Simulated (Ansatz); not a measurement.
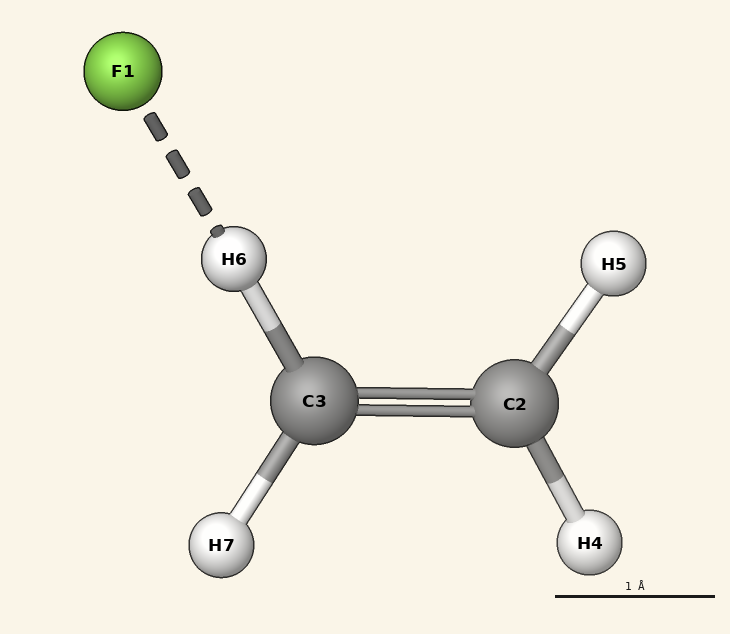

Two molecules or ions; the broken line marks their closest contact (measured against van der Waals radii). The species has charge −1 and is a spin singlet. Geometry: a pair of rigid molecules at a changed separation. Program: Ansatz 0.2.0.

Q: Which two species are they?

A: F and C2H4 (`C=C.[F-]`).

Q: How long is the contact?

A: F1···H6 is 1.51 Å.

Give the counterpoise-corrected interaction energy (kcal/mol, monomers kept as in the pair) with RHF-CCSD(T) (frozen core)/def2-TZVPPD; ωB97M-V/def2-TZVPPD.

| level | interaction energy (kcal/mol) |
| --- | --- |
| RHF-CCSD(T) (frozen core)/def2-TZVPPD | −9.4 |
| ωB97M-V/def2-TZVPPD | −10.6 |
